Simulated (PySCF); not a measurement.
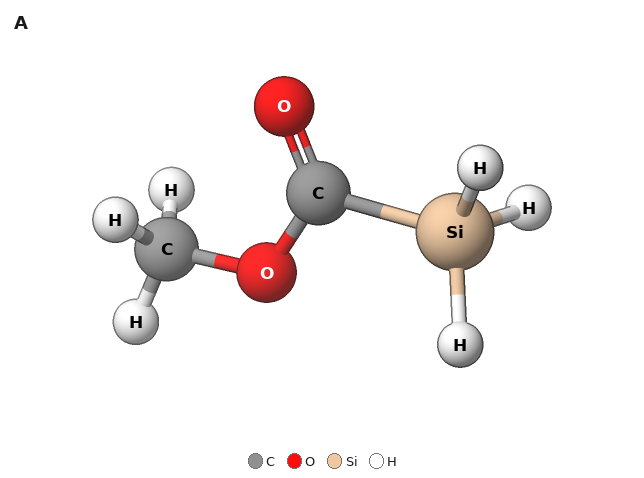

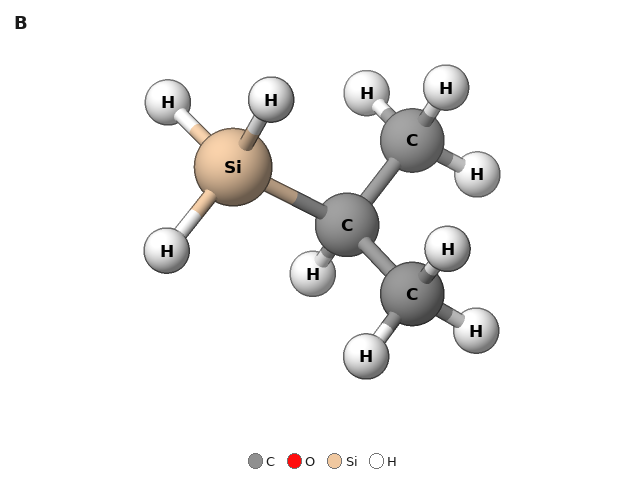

Two related species, optimised with PBE0-D3(BJ)/def2-SVP; properties computed with PySCF 2.14.0. Both: charge 0, singlet.

Identify both.

Answer. A is C2H6O2Si (COC(=O)[SiH3]), B is C3H10Si (CC(C)[SiH3]).

Compare them. With PBE0/pcSseg-1: dipole moment (D), HOMO–LUMO gap (eV), HOMO energy (Kohn–Sham orbital) (eV), shielding of Si (ppm), Hirshfeld charge of Si (e), IAO charge of Si (e). With PBE0/def2-SVPD: lowest vertical singlet excitation (eV), mean static polarisability (bohr³). With PBE0-D3(BJ)/def2-SVP: mean Si–C length (Å), mean Si–H length (Å).

```
                               quantity      A      B
                      dipole moment (D)   1.75   0.84
                     HOMO–LUMO gap (eV)   7.25   9.05
   HOMO energy (Kohn–Sham orbital) (eV)  −7.81  −8.18
                  shielding of Si (ppm)  434.4  404.6
             Hirshfeld charge of Si (e)   0.32   0.30
                   IAO charge of Si (e)   0.55   0.58
lowest vertical singlet excitation (eV)   5.11   7.41
     mean static polarisability (bohr³)   61.6   67.6
                   mean Si–C length (Å)  1.928  1.895
                   mean Si–H length (Å)  1.490  1.497
```

Each is one conformer, and no frequency run is at hand to confirm it as a minimum.
